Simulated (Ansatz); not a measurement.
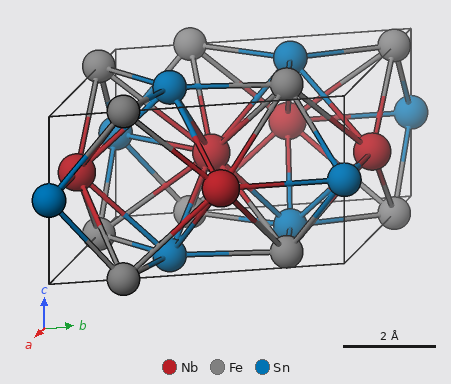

An orthographic ball-and-stick view of the structure, slightly off an axis. Thin lines show the simulation cell, with boundary atoms drawn in all their periodic places.

```xyz
9
Lattice="6.7771 0.0000 0.0000 -3.3885 5.8691 0.0000 0.0000 0.0000 3.7626" Properties=species:S:1:pos:R:3 pbc="T T T"
Nb    0.5557    5.8691    1.8813
Nb    1.4164    2.4533    1.8813
Nb    4.8049    3.4158    1.8813
Fe    1.7078    0.0000    0.0000
Fe    2.5346    4.3901    0.0000
Fe    5.9232    1.4790    0.0000
Sn   -0.0003    3.9129    0.0000
Sn    3.3889    1.9562    0.0000
Sn    0.0000    0.0000    1.8813
```

Computational set-up: Ansatz 0.2.0, DFT, PAW plane waves, PBE, a basis cut at 420 eV, k-point mesh 6×6×9, Fermi-Dirac smearing of 0.1 eV, no spin polarisation (a spin-restricted run, not always the ground state).

Question: List the Bader charges.

Answer: Nb +0.85 e; Fe -0.28 e; Sn -0.69 to -0.33 e.

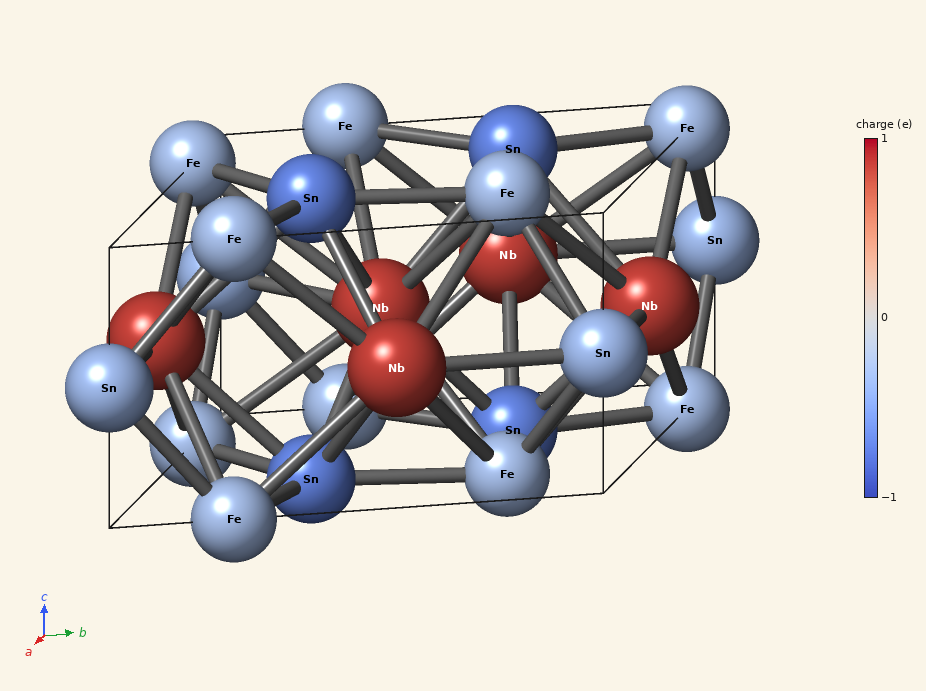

The atoms coloured by those charges.

Where the cell comes from: a generated cell, made by putting these elements into a known structure type (the compound may or may not exist in this form). No relaxation was applied. It was run through Ansatz as a DFT input.
